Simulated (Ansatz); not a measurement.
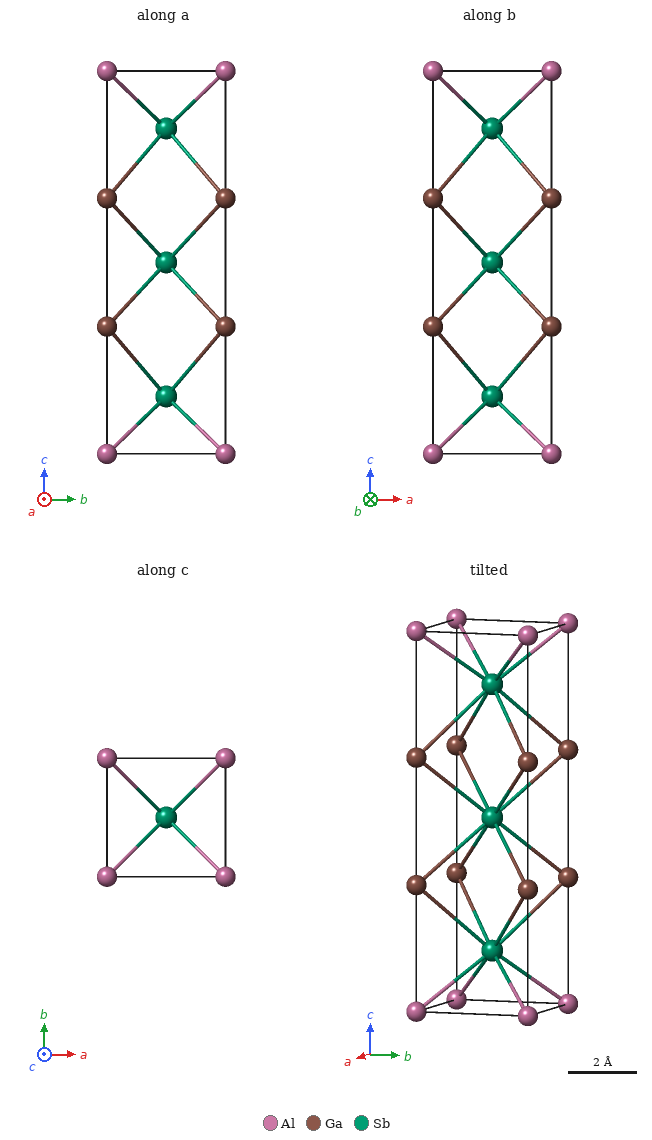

Shown here is a ball-and-stick view of the crystal, taken along the a axis, along the b axis, along the c axis and slightly off an axis. Thin lines show the conventional unit cell, with boundary atoms drawn in all their periodic places.

Lattice parameters: a = 3.523 Å, b = 3.523 Å, c = 11.383 Å, α = 90.00°, β = 90.00°, γ = 90.00°.

**Transcribe the picture into a table of Wyckoff sites, with free fractional coordinates to two decimals.**

Space group P4/mmm (No. 123).
| atom | site | x | y | z |
| --- | --- | --- | --- | --- |
| Al | 1a | 0.00 | 0.00 | 0.00 |
| Ga | 2g | 0.00 | 0.00 | 0.33 |
| Sb | 2h | 0.50 | 0.50 | 0.85 |
| Sb | 1d | 0.50 | 0.50 | 0.50 |

The structure comes from a structure type filled with these elements by a generator (whether the compound takes this form wasn't checked). The picture shows the end point of a geometry optimisation with Ansatz, DFT PBE, scalar-relativistic, plane waves, PAW.
